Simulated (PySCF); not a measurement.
C$_{3}$H$_{8}$GeO$_{2}$Si

```xyz
15

C    -1.8525    2.6467   -0.3109
C    -1.8194    1.4505   -0.4283
Si   -1.6933   -0.3934   -0.6011
O    -2.0918   -1.1626    0.7695
C     0.1397   -0.7373   -1.0199
O     0.8494   -0.4968    0.2017
Ge    2.5805   -0.2928    0.3007
H    -1.8899    3.6933   -0.2056
H    -2.6099   -0.9309   -1.5985
H    -1.4706   -1.1945    1.4944
H     0.3067   -1.7686   -1.3448
H     0.5106   -0.0875   -1.8170
H     3.0104    0.8054   -0.6318
H     2.7390    0.0451    1.7426
H     3.2867   -1.5687   -0.0786
```

Geometry: GFN2-xTB.

These are results of wB97X-D/def2-SVPD, SCF density, gas phase in PySCF 2.14.0, not measurements.

Q: What will maps of the electron density and electron localisation function show?

A: C–C (1.20 Å): the density is about 2.7 e/Å³ at the midpoint; the ELF peaks at about 0.85 between the atoms: a short, multiple covalent bond.
Si–O (1.62 Å): the density is about 1.2 e/Å³ at the midpoint; the ELF peaks at about 0.90 between the atoms (a polar covalent bond).
C–Si (1.86 Å): ρ at the midpoint is about 0.94 e/Å³; the ELF peaks at about 1 between the atoms (a shared electron pair).

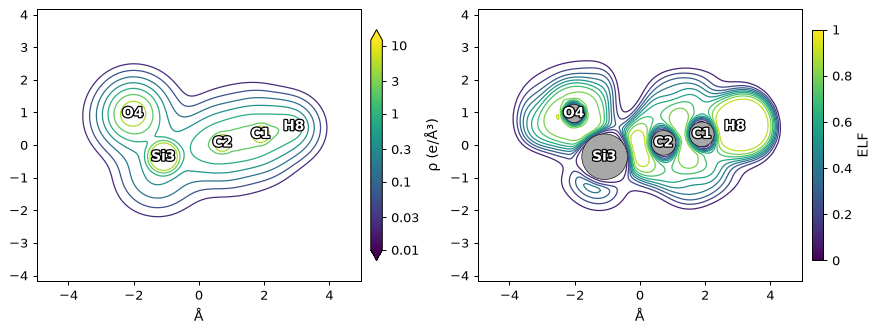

Computed electron density and electron localisation function on the plane of atoms C2, Si3 and O4, in this order. Grey discs cover the atomic cores in the ELF map. 
